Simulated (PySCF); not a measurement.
## Electronic structure of C$_{6}$H$_{16}$AlP (SMILES CC(C)[P+]1([AlH3-])CCC1) in real space

```xyz
24

C     1.8071    0.4352    1.4670
C     1.2519   -0.4588    0.3630
C     2.1584   -0.4507   -0.8636
P    -0.3901    0.2388   -0.1498
Al   -0.6525    2.5364   -1.0627
C    -1.2651   -1.1626   -1.0049
C    -2.2009   -1.3878    0.1981
C    -1.5889   -0.3415    1.1491
H     1.8773    1.4620    1.1073
H     1.1588    0.4239    2.3421
H     2.7996    0.1034    1.7678
H     1.1192   -1.4831    0.7326
H     2.2328    0.5630   -1.2579
H     1.7609   -1.0935   -1.6478
H     3.1576   -0.7978   -0.6056
H     0.8401    3.0278   -1.0190
H    -1.2586    2.1086   -2.4497
H    -1.6422    3.0549    0.0458
H    -0.6187   -2.0093   -1.2347
H    -1.7742   -0.8508   -1.9163
H    -3.2406   -1.1699   -0.0410
H    -2.1510   -2.4026    0.5922
H    -1.1096   -0.7635    2.0322
H    -2.2830    0.4375    1.4634
```

Geometry: GFN2-xTB.

Method: PBE0/pcSseg-1, SCF density, gas phase, non-relativistic in PySCF 2.14.0.

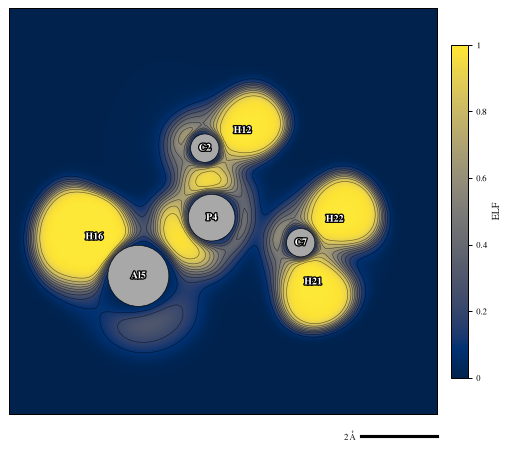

Figure 1. ELF on the plane of atoms H21, C7 and H22. Grey discs cover the atomic cores.

### Describe what can be read from this map.

- The section cuts through C, P, Al and H sites.
- C–P (1.86 Å): the ELF peaks at about 0.95 between the atoms, as expected for localised, covalent bonding.
- Al–P (2.49 Å): the ELF peaks at about 1 between the atoms; a shared electron pair.
- C–H (1.10 Å): the ELF climbs to about 1 towards the hydrogen, as it does in any bond to H: a covalent bond by its length.
- Al–H (1.57 Å): the ELF climbs to about 1 towards the hydrogen.

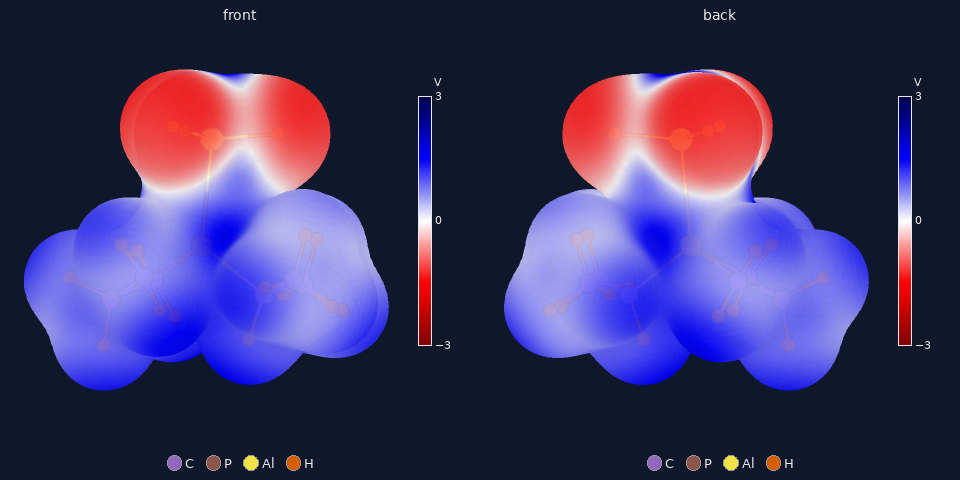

Figure 2. The electrostatic potential painted on the density surface at 0.004 e/bohr³, seen from the front and from behind; red is negative and blue positive.

### Where is the surface potential most negative and most positive?

The most negative region (about −1.3 V, or −30 kcal/mol for a unit charge) lies over H16, H17 and H18, the most positive (about +1.9 V, or +44 kcal/mol for a unit charge) over Al5.

### How polar is the molecule by this calculation?

Its dipole moment is 5.56 D.
